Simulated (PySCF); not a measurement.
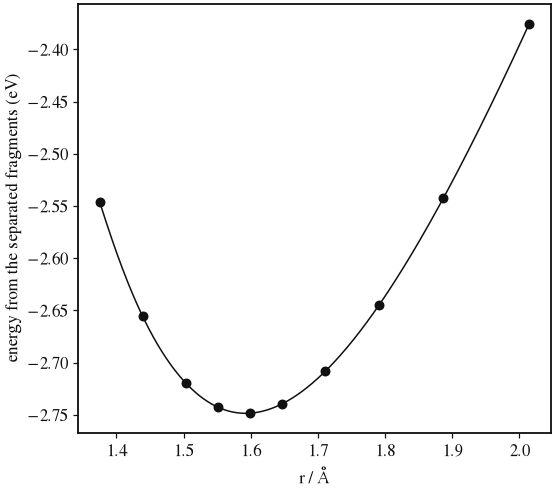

Bond curve of LiH, singlet. MN15/def2-TZVPP with PySCF 2.14.0, UKS. One reference determinant with the occupation held, the lowest that a PBE0 search over spins and occupations found; no spin-orbit coupling. Zero is the separated fragments in their ground configurations, without counterpoise. With MN15 the solution stays closed-shell at all points drawn; such a solution can't reach the open-shell fragments at long range. 2 further points of the run are not drawn.

> What constants does a Dunham fit to the curve give (main isotopes)?

re = 1.592 Å, ωe = 1423 cm⁻¹, ωexe = 21.6 cm⁻¹, De = 2.75 eV, Be = 7.54 cm⁻¹.

> How stiff is the bond?

The force constant is 1.05 mdyn/Å, which gives ωe = 1423 cm⁻¹.
